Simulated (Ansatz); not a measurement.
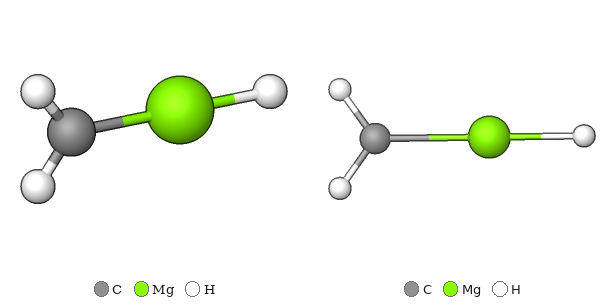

Two views of one molecule.

State: neutral, doublet.

Describe the molecule.

Formula CH3Mg. The point group is C2v. It is an open-shell species. All atoms lie on one plane. Coordination: 1 C trigonal planar; 1 Mg linear.

The parts below concern this one geometry. Atoms keep their numbers from picture to picture. The computed structure is the end point of a PBE0-D4/def2-TZVP optimisation. No frequency run is at hand to confirm it as a minimum.

## Electronic properties

No frequency run is at hand to confirm it as a minimum. Level of theory: UKS PBE0-D4/def2-TZVPP (Ansatz 0.2.0).

Computed properties:

- HOMO energy (Kohn–Sham orbital): −6.31 eV
- ⟨S²⟩ of the determinant: 0.754

## Dipole moment

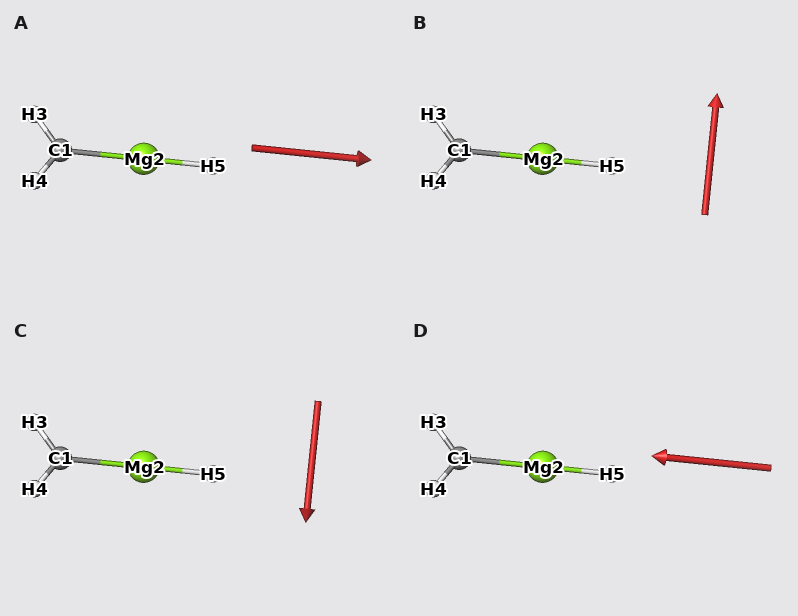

The same molecule four times, each with an arrow. No frequency run is at hand to confirm it as a minimum. Method: UKS PBE0-D4/def2-TZVP (Ansatz 0.2.0).

**Which arrow points along the dipole moment, from the negative to the positive end?**

D. The dipole moment is 0.52 D; it points from the side of H5 to the side of H3, H4 (the outermost atoms at the two ends).

## Charges

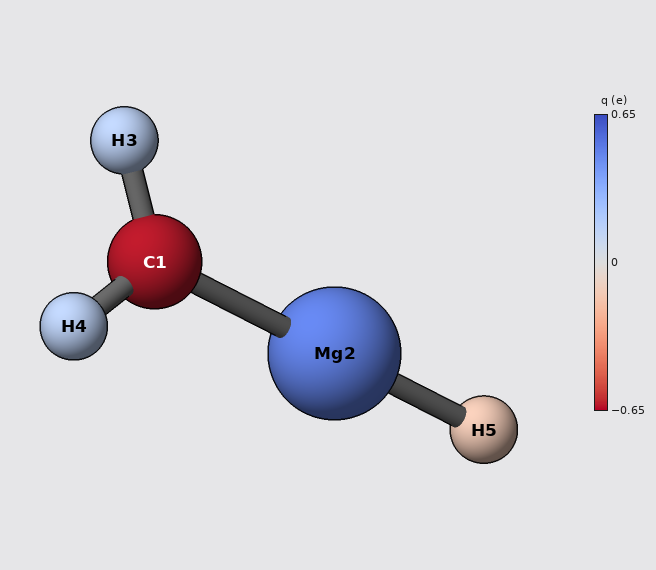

Atoms are coloured by their Mulliken charges. No frequency run is at hand to confirm it as a minimum. Properties computed with UKS PBE0-D4/def2-TZVP (Ansatz 0.2.0).

Give the Mulliken charges atom by atom.

```csv
atom,value (e)
C1,−0.62
Mg2,0.47
H3,0.14
H4,0.14
H5,−0.13
```

Mulliken values depend strongly on the basis set and can even reverse the polarity of a bond.
